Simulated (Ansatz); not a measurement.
**Computed against measured: atomisation enthalpy at 298 K**

10 molecules holding Si, Ge, B, Al, Ga, P or As; the atomisation enthalpy at 298 K in kJ/mol, computed less measured. Shapes, held fixed at every level: PBE0-D4/def2-TZVP. Thermal terms are harmonic and unscaled (PBE0-D4/def2-TZVP); the spin-orbit lowering of the free atoms is taken from their spectra. Programs: Ansatz 0.2.0. Measured values: CRC Handbook of Chemistry and Physics, NIST-JANAF tables.

Levels: A = B3LYP-D4/def2-TZVPP; B = r2SCAN0-D4/def2-TZVPP; C = CCSD/def2-TZVPP.

| molecule | from tabulated heats | A | B | C |
| --- | --- | --- | --- | --- |
| AsF3 (SMILES F[As](F)F) | 1326 | +13 | -60 | -83 |
| BBr2Cl (dibromo(chloro)borane) | 1187 | -21 | +7 | -76 |
| BBrCl2 (SMILES ClB(Cl)Br) | 1262 | -19 | +8 | -80 |
| BBrF2 (SMILES FB(F)Br) | 1661 | -17 | -27 | -79 |
| BClF2 (chlorodifluoroborane) | 1736 | -15 | -25 | -80 |
| GeCl4 (SMILES [Cl][Ge]([Cl])([Cl])[Cl]) | 1353 | -30 | +11 | -68 |
| SiH3Cl (chlorosilane) | 1367 | -10 | -11 | -46 |
| SiF4 (silicon tetrafluoride) | 2382 | -69 | -98 | -117 |
| B(BCl2)Cl2 | 2115 | -28 | +6 | -142 |
| Si(SiF3)F3 (hexafluorodisilane) | 3760 | -113 | -167 | -219 |

Q: Which level does best on this set, which worst, and which err to one side?

A: 
| level | kind | mean error | mean absolute error | worst case |
| --- | --- | --- | --- | --- |
| B3LYP-D4/def2-TZVPP | global hybrid | -30.9 | 33.5 | Si(SiF3)F3 |
| r2SCAN0-D4/def2-TZVPP | global hybrid | -35.6 | 42.0 | Si(SiF3)F3 |
| CCSD/def2-TZVPP | coupled cluster or CI | -99.0 | 99.0 | Si(SiF3)F3 |

On this set B3LYP-D4/def2-TZVPP has the smallest mean absolute error and CCSD/def2-TZVPP the largest. B3LYP-D4/def2-TZVPP is too low in 9 of 10; CCSD/def2-TZVPP is too low in 10 of 10. All levels miss Si(SiF3)F3 on one side, which points to its shape or to the tabulated value. The heats of GeCl4, SiH3Cl, Si(SiF3)F3 come from older tables and can be uncertain by 10 kJ/mol or more. The molecules' own spin-orbit binding is left out, so errors for heavy halides read too negative. Heats of the atoms come from ATcT where it has them, that of boron, 570 kJ/mol, from recent work. With so many references in doubt the order of the levels isn't settled. The tabulated values of AsF3, BBr2Cl, BBrCl2, BBrF2, BClF2, B(BCl2)Cl2 are in doubt (older tables, estimates, or at odds with other calculations) and kept here. Over the 4 molecules whose values aren't doubted the mean absolute errors are A 55.5; B 71.8; C 112.5. Correlated wave functions converge slowly with the basis. CCSD also lacks the triples, which bind further. Relativity is left out for As, Br, Ge. Outer-core shells of As, Br, Ge are correlated, in sets that cover them unevenly. The set is small.

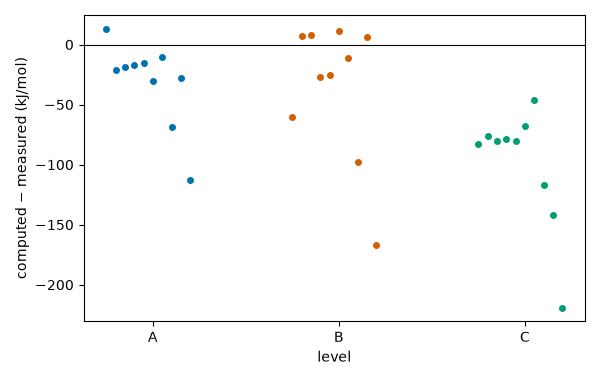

Errors of each level, one point a molecule.
